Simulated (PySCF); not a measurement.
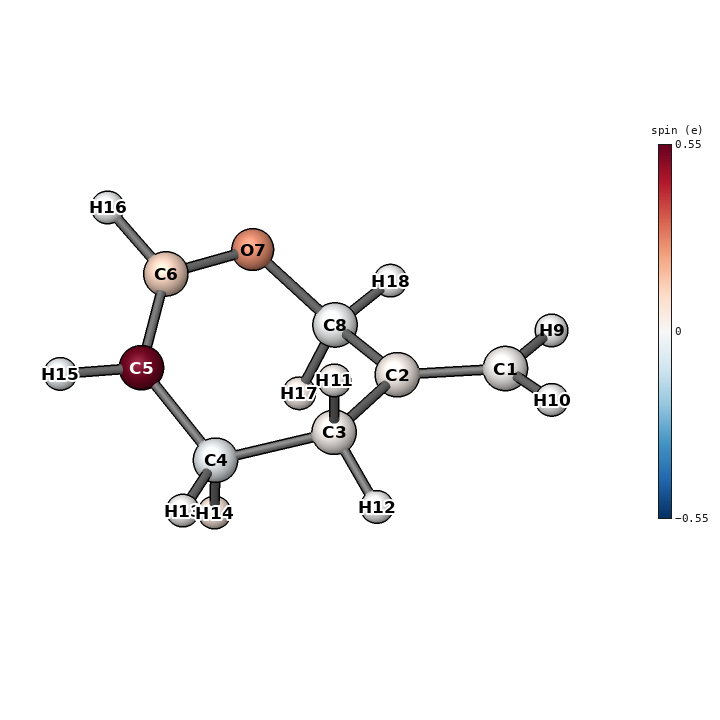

Atoms are coloured by their Mulliken spin populations. Charge +1, doublet. Computed geometry: GFN2-xTB optimisation. No frequency run is at hand to confirm it as a minimum. Level of theory: UKS B3LYP, pcH-1 on C H O, non-relativistic (PySCF 2.14.0).

**Which atom carries the largest spin population?**

C5 (0.53 e).

**Which atom has the lowest spin population?**

C4 (−0.03 e); a negative value comes from spin polarisation.

Give the Mulliken spin populations atom by atom.

```tsv
atom	value (e)
C1	0.01
C2	0.03
C3	0.02
C4	−0.03
C5	0.53
C6	0.11
O7	0.25
C8	−0.01
H9	0.00
H10	0.00
H11	0.01
H12	0.00
H13	0.01
H14	0.06
H15	−0.02
H16	−0.01
H17	0.03
H18	0.00
```

Mulliken values depend strongly on the basis set.
